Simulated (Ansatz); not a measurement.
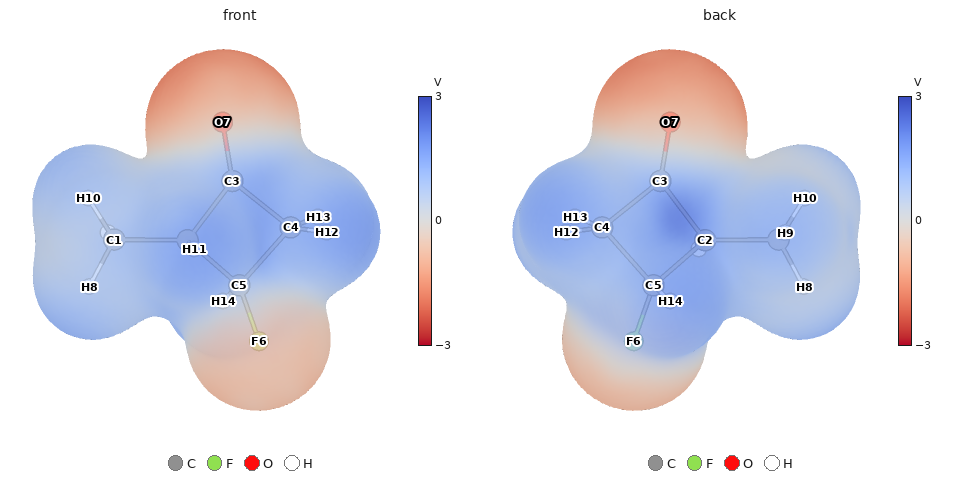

Figure. C$_{5}$H$_{7}$FO. The electrostatic potential painted on the density surface at 0.004 e/bohr³, seen from the front and from behind; red is negative and blue positive.

Geometry: B3LYP/def2-SVP.

These are results of isolated molecule in a Gaussian basis; Kohn-Sham density functional theory, functional PBE0 in Ansatz 0.2.0, not measurements.

```xyz
14

C     0.0719   -0.0728    1.6233
C     0.1655    0.1092    0.1180
C     0.0573    1.5195   -0.4812
C    -0.8056    1.0199   -1.6464
C    -0.9953   -0.2826   -0.8338
F    -0.8125   -1.4498   -1.5360
O     0.3953    2.6040   -0.0978
H     0.0968   -1.1384    1.9005
H    -0.8583    0.3646    2.0205
H     0.9138    0.4317    2.1219
H     1.0821   -0.3597   -0.2881
H    -0.1975    0.8290   -2.5467
H    -1.6861    1.6200   -1.9196
H    -1.9705   -0.3352   -0.3206
```

**Where is the surface potential most negative and most positive?**

The most negative region (about −1.7 V) lies over O7, the most positive (about +2.0 V) over C3, C4 and C5. O7 is the likeliest acceptor of a hydrogen bond.
